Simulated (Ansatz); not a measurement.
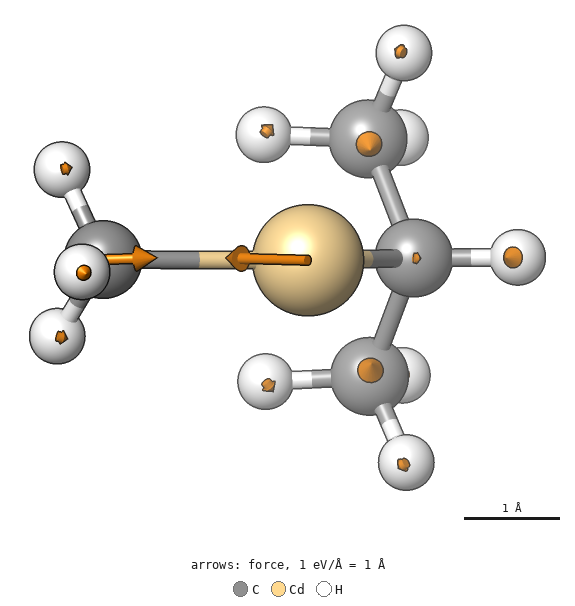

Starting geometry of C4H10Cd with the computed forces as orange arrows. The picture is a ball-and-stick view, seen from a free direction.

The start comes from GFN2-xTB.

The calculation used RKS PBE0-D4/def2-TZVP (Ansatz).

Input
```yaml
crystal:
  periodic: [false, false, false]
  atoms:
    - {symbol: C, position_ang: [-1.848420, 1.067630, 2.050470]}
    - {symbol: Cd, position_ang: [-1.441350, 0.694860, -0.113980]}
    - {symbol: C, position_ang: [0.243930, -0.227020, -1.255490]}
    - {symbol: C, position_ang: [0.387090, -1.638520, -0.685750]}
    - {symbol: C, position_ang: [1.474690, 0.607360, -0.899860]}
    - {symbol: H, position_ang: [-1.936110, 0.100770, 2.551410]}
    - {symbol: H, position_ang: [-0.979970, 1.589380, 2.459190]}
    - {symbol: H, position_ang: [-2.736510, 1.650620, 2.276960]}
    - {symbol: H, position_ang: [0.166370, -0.293500, -2.346070]}
    - {symbol: H, position_ang: [0.436260, -1.614730, 0.411010]}
    - {symbol: H, position_ang: [1.305980, -2.117190, -1.042440]}
    - {symbol: H, position_ang: [-0.454140, -2.270950, -0.984330]}
    - {symbol: H, position_ang: [1.570390, 0.718640, 0.188010]}
    - {symbol: H, position_ang: [2.392730, 0.130360, -1.259790]}
    - {symbol: H, position_ang: [1.419070, 1.602310, -1.349340]}
basis:
  gaussian: {orbitals: def2-TZVP}
hamiltonian: {xc: pbe0, dispersion: d4}
relax: {f_tol: 0.005, max_steps: 150}
```

Launched with:
```bash
ansatz run in.yaml --threads 2 --pin off --events-out ev --progress --plain --max-ram 22528MiB --backend cuda --devices 0, --max-vram 18GiB
```

### What follows when this structure is relaxed?

It isn't relaxed: the largest force vector, on Cd2, is 1.22 eV/Å. The final displacements follow the starting forces only in part (cosine between the two patterns 0.33). The atom that moves furthest after the best rigid fit is Cd2 (0.93 Å). By element the largest moves are Cd 0.93 Å, H 0.83 Å, C 0.39 Å. Among the contacts that change: C1–Cd2 2.234 → 2.119 Å, Cd2–C3 2.235 → 2.144 Å, C3–C4 1.529 → 1.524 Å. Among the angles between lasting bonds that change: C1–Cd2–C3 134.5° → 180.0°, Cd2–C3–H9 118.7° → 105.0°, Cd2–C3–C4 105.1° → 112.2°. Over 10 accepted moves (11 points after the start) the energy falls by 54.0 kJ/mol. Largest force component: 0.86 eV/Å at the start, 0.00051 eV/Å at the end. The line search rejected the trial step at point 7 of the run.
